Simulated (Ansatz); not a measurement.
## Molecular dynamics of Si₂H₅F₃ (part 4 of 4)

Si₂H₅F₃; UKS B3LYP-D4/6-31G (Ansatz 0.2.0). It belongs to a series of runs on one base structure; here: dynamics from the start.

Geometry of the input (Å):
```
Si -0.3411  -1.1475  -0.1832
F  1.6614  -1.1606  -0.2711
F  -1.9528  -0.9929  -0.0427
F  -0.1131  -1.8587  1.2193
H  -0.2735  -1.9025  -1.4002
H  1.1128  -0.1056  -0.0653
Si 0.0218  1.4016  0.1496
H  0.2545  1.7995  1.5393
H  0.9504  2.1476  -0.7095
H  -1.3202  1.8192  -0.2363
```

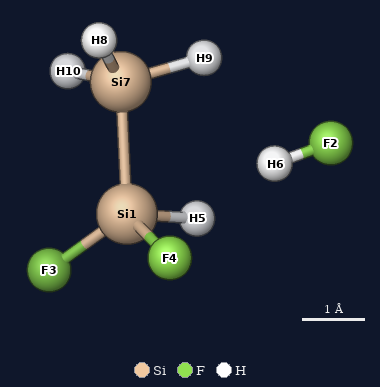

Fig. 1: The geometry at step 122 of the log (ball-and-stick view, seen at a tilt; atoms are numbered from 1 in the order of the input).

Trajectory as extended XYZ, continued:
```
10
Properties=species:S:1:pos:R:3:forces:R:3 step=94 time_fs=47.0 energy=-23985.93335 temperature=2011.5
Si   -0.6360   -0.9457    0.0226   -1.0065   0.7818  -1.9451
F     2.4074   -1.0079   -0.4252    1.1470   1.6851  -0.5952
F    -2.2979   -1.0712   -0.1660   -0.6932  -0.1554   0.4774
F    -0.0689   -1.9123    1.2294    0.5263  -0.6775   1.4236
H    -0.1569   -1.6461   -1.1498    0.5088  -0.5205  -0.8668
H     1.8598   -1.6872   -0.1614   -1.0049  -1.9393   0.7696
Si   -0.0308    1.2573    0.1164   -0.3431   0.4265   0.7263
H     0.0298    1.3810    1.5820    0.4422   0.3627   0.5755
H     1.2236    1.3769   -0.5882    0.9050   0.1326  -0.2725
H    -0.9375    2.3396   -0.3240   -0.4816  -0.0960  -0.2928
10
Properties=species:S:1:pos:R:3:forces:R:3 step=98 time_fs=49.0 energy=-23985.84316 temperature=1923.9
Si   -0.6586   -0.9211    0.0289   -1.0250   0.0087  -1.4012
F     2.4601   -1.0106   -0.4336   -1.8508  -1.3488   0.7890
F    -2.3183   -1.0784   -0.1702   -0.5466  -0.1839   0.4726
F    -0.0612   -1.9160    1.2308    0.3048  -0.3012   0.7855
H    -0.1338   -1.5479   -1.1644    0.4761  -0.6179  -0.8522
H     1.7323   -1.6274   -0.1044    2.0420   1.0416  -0.5752
Si   -0.0296    1.2364    0.1182   -0.9657   1.9783   0.8984
H     0.0454    1.4213    1.6127    0.3619   0.3025  -0.1090
H     1.2276    1.3249   -0.6015    0.7274   0.1377  -0.2219
H    -1.0114    2.3466   -0.3960    0.4758  -1.0170   0.2140
10
Properties=species:S:1:pos:R:3:forces:R:3 step=101 time_fs=50.5 energy=-23985.64064 temperature=1730.1
Si   -0.6764   -0.9026    0.0323   -0.7364  -0.9079  -1.4497
F     2.4976   -1.0140   -0.4391   -2.8772  -1.7323   1.2428
F    -2.3343   -1.0840   -0.1728   -0.4299  -0.1944   0.4573
F    -0.0550   -1.9192    1.2329    0.1017   0.0213   0.3042
H    -0.1046   -1.4893   -1.1964    0.1951  -0.4307  -0.3415
H     1.6793   -1.5646   -0.0723    3.0960   1.3967  -1.0087
Si   -0.0295    1.2223    0.1203   -0.7402   2.8002   0.9112
H     0.0663    1.4592    1.6345    0.2791   0.2121  -0.5686
H     1.2491    1.2894   -0.6170    0.2456   0.1131   0.0055
H    -1.0572    2.3285   -0.4459    0.8662  -1.2780   0.4476
10
Properties=species:S:1:pos:R:3:forces:R:3 step=105 time_fs=52.5 energy=-23985.65482 temperature=1742.1
Si   -0.7011   -0.8791    0.0350   -0.1208  -2.2258  -1.5967
F     2.5427   -1.0214   -0.4442   -2.0281  -0.8191   0.8857
F    -2.3565   -1.0918   -0.1754   -0.2901  -0.1810   0.4285
F    -0.0466   -1.9234    1.2362   -0.2274   0.4775  -0.2665
H    -0.0607   -1.4248   -1.2481   -0.2855  -0.1506   0.4281
H     1.7088   -1.4378   -0.0619    2.2563   0.4897  -0.6670
Si   -0.0302    1.2070    0.1242   -0.0722   3.4193   0.8008
H     0.1033    1.5165    1.6440    0.1615   0.0877  -0.8855
H     1.2840    1.2457   -0.6366   -0.4039   0.0865   0.3170
H    -1.0892    2.2622   -0.4972    1.0102  -1.1842   0.5556
10
Properties=species:S:1:pos:R:3:forces:R:3 step=108 time_fs=54.0 energy=-23985.64501 temperature=1730.7
Si   -0.7197   -0.8633    0.0357    0.3490  -3.0562  -1.5321
F     2.5739   -1.0281   -0.4469    1.1126   0.6097  -0.5793
F    -2.3735   -1.0980   -0.1768   -0.2004  -0.1554   0.4080
F    -0.0406   -1.9259    1.2384   -0.4845   0.7808  -0.6107
H    -0.0338   -1.3809   -1.2780   -0.5726  -0.0412   0.7834
H     1.7866   -1.3291   -0.0702   -0.9067  -0.9039   0.7691
Si   -0.0308    1.1985    0.1279    0.4713   3.4866   0.7269
H     0.1353    1.5620    1.6297    0.0804   0.0288  -0.8682
H     1.3016    1.2152   -0.6441   -0.6912   0.0789   0.4395
H    -1.0883    2.1828   -0.5221    0.8420  -0.8280   0.4635
10
Properties=species:S:1:pos:R:3:forces:R:3 step=112 time_fs=56.0 energy=-23985.49790 temperature=1591.7
Si   -0.7440   -0.8461    0.0348    0.7649  -3.7507  -1.2004
F     2.6181   -1.0359   -0.4519    3.2596   0.9280  -1.7682
F    -2.3965   -1.1064   -0.1779   -0.0879  -0.1148   0.3880
F    -0.0335   -1.9279    1.2402   -0.7498   1.0637  -0.9500
H    -0.0175   -1.3239   -1.2916   -0.7774  -0.0533   0.8876
H     1.8484   -1.2154   -0.0492   -3.0820  -1.1896   1.9470
Si   -0.0310    1.1913    0.1337    1.2475   2.9729   0.7951
H     0.1804    1.6236    1.5828   -0.0020   0.0429  -0.5118
H     1.3021    1.1771   -0.6396   -0.7186   0.0676   0.4001
H    -1.0611    2.0518   -0.5413    0.1458   0.0332   0.0126
10
Properties=species:S:1:pos:R:3:forces:R:3 step=115 time_fs=57.5 energy=-23985.52975 temperature=1619.0
Si   -0.7616   -0.8365    0.0330    0.8566  -3.9516  -0.7793
F     2.6551   -1.0406   -0.4576   -0.4986   0.0896   0.1986
F    -2.4138   -1.1129   -0.1782   -0.0029  -0.0821   0.3801
F    -0.0291   -1.9280    1.2403   -0.8660   1.1880  -1.1244
H    -0.0243   -1.2825   -1.2800   -0.7783  -0.1603   0.7001
H     1.8267   -1.1596    0.0101    0.6687  -0.3587   0.0052
Si   -0.0301    1.1887    0.1387    1.7709   2.2784   0.9993
H     0.2145    1.6710    1.5341   -0.0363   0.1419  -0.0513
H     1.2847    1.1503   -0.6263   -0.4688   0.0460   0.2154
H    -1.0359    1.9527   -0.5546   -0.6452   0.8088  -0.5435
10
Properties=species:S:1:pos:R:3:forces:R:3 step=119 time_fs=59.5 energy=-23985.25531 temperature=1358.1
Si   -0.7841   -0.8284    0.0297    0.7664  -3.8889   0.0758
F     2.7033   -1.0466   -0.4649   -2.8828  -0.0177   1.6916
F    -2.4370   -1.1217   -0.1779    0.1042  -0.0325   0.3844
F    -0.0248   -1.9260    1.2384   -0.9743   1.2673  -1.2632
H    -0.0586   -1.2335   -1.2430   -0.5448  -0.3920   0.0826
H     1.8241   -1.0983    0.0862    3.0101  -0.2531  -1.4559
Si   -0.0268    1.1878    0.1467    1.6328   1.6651   1.1182
H     0.2586    1.7396    1.4694   -0.0631   0.3412   0.5534
H     1.2479    1.1158   -0.6026    0.1478  -0.0087  -0.1925
H    -1.0254    1.8489   -0.5919   -1.1962   1.3192  -0.9944
10
Properties=species:S:1:pos:R:3:forces:R:3 step=122 time_fs=61.0 energy=-23985.28351 temperature=1384.2
Si   -0.8003   -0.8259    0.0273    0.5960  -3.6542   0.9077
F     2.7359   -1.0511   -0.4682   -2.4962   0.1176   1.5694
F    -2.4543   -1.1284   -0.1772    0.1726   0.0065   0.4023
F    -0.0229   -1.9229    1.2354   -1.0617   1.2767  -1.3101
H    -0.0984   -1.2061   -1.2121   -0.2153  -0.5907  -0.5950
H     1.8916   -1.0588    0.1106    2.5654  -0.3555  -1.3419
Si   -0.0228    1.1887    0.1536    0.6603   1.7690   0.8216
H     0.2901    1.7991    1.4332   -0.1134   0.4180   0.7263
H     1.2226    1.0899   -0.5887    0.6216  -0.0630  -0.4967
H    -1.0455    1.8026   -0.6432   -0.7293   1.0756  -0.6836
10
Properties=species:S:1:pos:R:3:forces:R:3 step=126 time_fs=63.0 energy=-23985.38654 temperature=1480.7
Si   -0.8211   -0.8269    0.0252    0.4422  -3.2391   1.7645
F     2.7756   -1.0568   -0.4703    0.9249   0.0682  -0.9185
F    -2.4770   -1.1372   -0.1756    0.2379   0.0520   0.4529
F    -0.0222   -1.9164    1.2290   -1.1713   1.2303  -1.3060
H    -0.1575   -1.1897   -1.1929    0.1673  -0.7407  -1.3013
H     2.0556   -1.0177    0.1062   -0.9345  -0.2385   1.1041
Si   -0.0169    1.1921    0.1638   -0.5638   2.2073   0.1941
H     0.3278    1.8918    1.4078   -0.2615   0.2552   0.4338
H     1.2099    1.0531   -0.5870    0.7992  -0.0983  -0.6001
H    -1.0930    1.7748   -0.7315    0.3598   0.5036   0.1766
10
Properties=species:S:1:pos:R:3:forces:R:3 step=129 time_fs=64.5 energy=-23985.27708 temperature=1380.2
Si   -0.8364   -0.8305    0.0252    0.5649  -2.9852   1.7182
F     2.8061   -1.0611   -0.4728    3.0539  -0.2255  -3.0482
F    -2.4937   -1.1438   -0.1737    0.2662   0.0774   0.5119
F    -0.0233   -1.9099    1.2224   -1.2039   1.1547  -1.2508
H    -0.1988   -1.1955   -1.2090    0.1696  -0.6477  -1.2215
H     2.1644   -0.9928    0.1250   -3.1043   0.0860   3.2104
Si   -0.0128    1.1966    0.1716   -0.7716   2.4088  -0.2703
H     0.3498    1.9679    1.4003   -0.3948  -0.0286   0.0257
H     1.2198    1.0232   -0.6003    0.4846  -0.0532  -0.3682
H    -1.1222    1.7680   -0.7953    0.9354   0.2133   0.6928
10
Properties=species:S:1:pos:R:3:forces:R:3 step=133 time_fs=66.5 energy=-23985.45210 temperature=1544.0
Si   -0.8559   -0.8390    0.0271    0.9557  -2.7292   0.7856
F     2.8511   -1.0671   -0.4806   -0.4730   0.1594   0.3184
F    -2.5155   -1.1524   -0.1703    0.2840   0.0987   0.6072
F    -0.0268   -1.8992    1.2115   -1.1596   0.9938  -1.1002
H    -0.2493   -1.2237   -1.2681   -0.1283  -0.2948  -0.3562
H     2.2265   -0.9589    0.2385    0.3892  -0.2945  -0.1679
Si   -0.0083    1.2055    0.1817   -0.4423   2.3542  -0.8565
H     0.3657    2.0673    1.3900   -0.5113  -0.4164  -0.3933
H     1.2470    0.9820   -0.6288   -0.1521   0.0805   0.1253
H    -1.1294    1.7659   -0.8565    1.2377   0.0481   1.0376
10
Properties=species:S:1:pos:R:3:forces:R:3 step=136 time_fs=68.0 energy=-23985.34793 temperature=1446.8
Si   -0.8698   -0.8478    0.0293    1.1938  -2.4776  -0.0417
F     2.8849   -1.0714   -0.4866   -1.9772   0.4884   2.3907
F    -2.5314   -1.1587   -0.1670    0.2886   0.1056   0.6782
F    -0.0310   -1.8898    1.2018   -1.0866   0.8178  -0.9348
H    -0.2897   -1.2531   -1.3234   -0.3208  -0.0154   0.3687
H     2.2713   -0.9395    0.3304    1.8709  -0.6176  -2.2538
Si   -0.0053    1.2143    0.1886   -0.1381   2.0711  -1.2098
H     0.3650    2.1324    1.3734   -0.5214  -0.6040  -0.5013
H     1.2651    0.9528   -0.6481   -0.5026   0.1829   0.4389
H    -1.1045    1.7659   -0.8773    1.1934   0.0489   1.0650
10
Properties=species:S:1:pos:R:3:forces:R:3 step=140 time_fs=70.0 energy=-23985.42158 temperature=1517.9
Si   -0.8868   -0.8625    0.0321    1.2616  -1.9420  -0.8391
F     2.9265   -1.0764   -0.4904   -1.7535   0.5105   2.5668
F    -2.5522   -1.1670   -0.1613    0.2912   0.1046   0.7629
F    -0.0385   -1.8759    1.1873   -0.9528   0.5035  -0.6567
H    -0.3542   -1.2921   -1.3832   -0.3663   0.2294   0.9761
H     2.3908   -0.9340    0.3789    1.6230  -0.6098  -2.4600
Si   -0.0015    1.2284    0.1962    0.1694   1.3764  -1.4221
H     0.3470    2.1989    1.3352   -0.4265  -0.6453  -0.3550
H     1.2723    0.9202   -0.6587   -0.6484   0.2687   0.6613
H    -1.0327    1.7682   -0.8703    0.8022   0.2039   0.7657
10
Properties=species:S:1:pos:R:3:forces:R:3 step=143 time_fs=71.5 energy=-23985.62707 temperature=1712.9
Si   -0.8984   -0.8753    0.0335    1.1104  -1.3794  -1.1786
F     2.9554   -1.0794   -0.4899   -0.4086   0.1557   0.4651
F    -2.5674   -1.1730   -0.1561    0.2925   0.0974   0.8210
F    -0.0454   -1.8648    1.1755   -0.8081   0.2150  -0.4010
H    -0.4116   -1.3163   -1.4052   -0.2588   0.2990   1.1101
H     2.5208   -0.9449    0.3561    0.2631  -0.2252  -0.3812
Si    0.0015    1.2403    0.2007    0.3816   0.6027  -1.2661
H     0.3227    2.2328    1.2974   -0.2844  -0.5015  -0.0434
H     1.2619    0.9023   -0.6507   -0.5074   0.2759   0.6662
H    -0.9581    1.7748   -0.8455    0.2196   0.4603   0.2080
10
Properties=species:S:1:pos:R:3:forces:R:3 step=147 time_fs=73.5 energy=-23985.50617 temperature=1601.2
Si   -0.9127   -0.8940    0.0340    0.6548  -0.4351  -1.3286
F     2.9936   -1.0833   -0.4895    1.2676  -0.5028  -3.9670
F    -2.5872   -1.1809   -0.1476    0.2922   0.0816   0.8969
F    -0.0560   -1.8497    1.1591   -0.5354  -0.2187   0.0176
H    -0.4959   -1.3387   -1.3982    0.0213   0.2407   0.8610
H     2.6958   -0.9639    0.3320   -1.4292   0.4654   4.0282
Si    0.0060    1.2567    0.2053    0.5447  -0.6170  -0.6538
H     0.2814    2.2625    1.2475   -0.0519  -0.1317   0.5394
H     1.2327    0.8874   -0.6183   -0.0052   0.1914   0.4629
H    -0.8544    1.8005   -0.8090   -0.7589   0.9263  -0.8567
10
Properties=species:S:1:pos:R:3:forces:R:3 step=150 time_fs=75.0 energy=-23985.57184 temperature=1660.1
Si   -0.9227   -0.9084    0.0331    0.1612   0.3884  -1.2019
F     3.0236   -1.0868   -0.4935    0.1483  -0.0954  -1.2728
F    -2.6016   -1.1868   -0.1400    0.2901   0.0689   0.9520
F    -0.0647   -1.8385    1.1468   -0.2731  -0.5575   0.3838
H    -0.5592   -1.3494   -1.3711    0.3010   0.0819   0.3440
H     2.7979   -0.9695    0.3957   -0.3244   0.0731   1.3236
Si    0.0098    1.2686    0.2080    0.2221  -1.2383  -0.3108
H     0.2486    2.2805    1.2223    0.0859   0.1220   0.9169
H     1.2097    0.8811   -0.5821    0.5290   0.0666   0.1987
H    -0.7932    1.8418   -0.8004   -1.1401   1.0902  -1.3335
```

Summary:

```tsv
quantity	value
outcome	finished
mean temperature over the second half	1702 K
trajectory	150 steps, 75 fs
ensemble	nve
temperature in the input	300.0 K
time step	0.5 fs
potential energy (last step)	−23985.5721 eV
mean-field energy (last step)	−23985.2909 eV
largest force (length of the vector) (last step)	2.066 eV/Å
wall time	12 min
peak memory	0.2 GiB
```

Notes:

So short a trajectory is not equilibrated.
